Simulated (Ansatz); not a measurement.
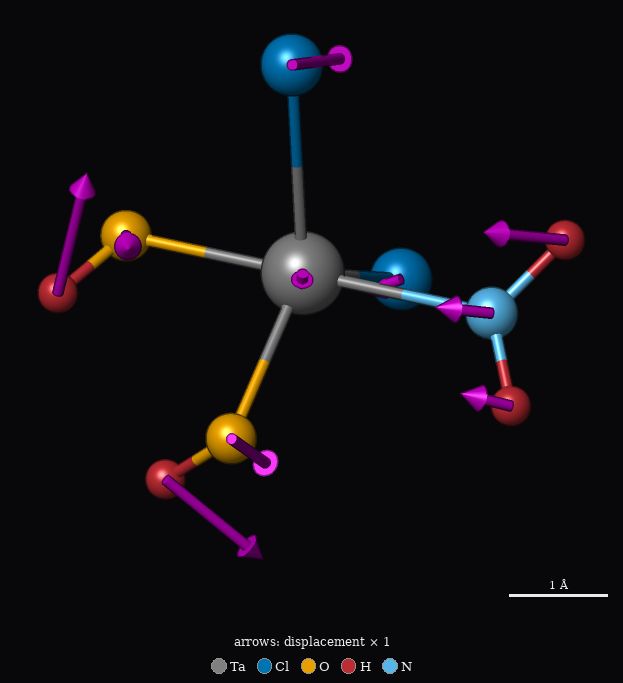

A relaxation of TaNH4O2Cl2. The starting structure is drawn; purple arrows show the displacements, at their true length. The two geometries are superimposed by the best rigid fit.

Style: ball-and-stick. Shown at a tilt.

The run prepares the start of a later molecular dynamics calculation, from a guessed geometry.

Computed with RHF/def2-SVP (Ansatz 0.2.0). Settings: no spin polarisation; force threshold 0.02 eV/Å; at most 40 steps.

**What happened in the run?**

Over 21 accepted moves (23 points after the start) the energy falls by 54.9 kcal/mol. The largest force component goes from 3.3 to 0.0028 eV/Å. The line search rejected the trial steps at points 12, 15 of the run. The atom that moves furthest after the best rigid fit is an H atom (1.60 Å). By element the largest moves are H 1.60 Å, Cl 1.49 Å, O 1.16 Å, N 0.66 Å, Ta 0.28 Å. Among the contacts that change: N–Ta 2.160 → 1.962 Å, O–Ta 2.020 → 1.863 Å, O–Ta 2.020 → 1.887 Å, Cl–Ta 2.470 → 2.364 Å. Among the angles between lasting bonds that change: Ta–O–H 109.5° → 171.2°, O–Ta–N 180.0° → 118.5°, Cl–Ta–O 120.0° → 175.8°.

Limits of the set-up: Hartree-Fock leaves out electron correlation.
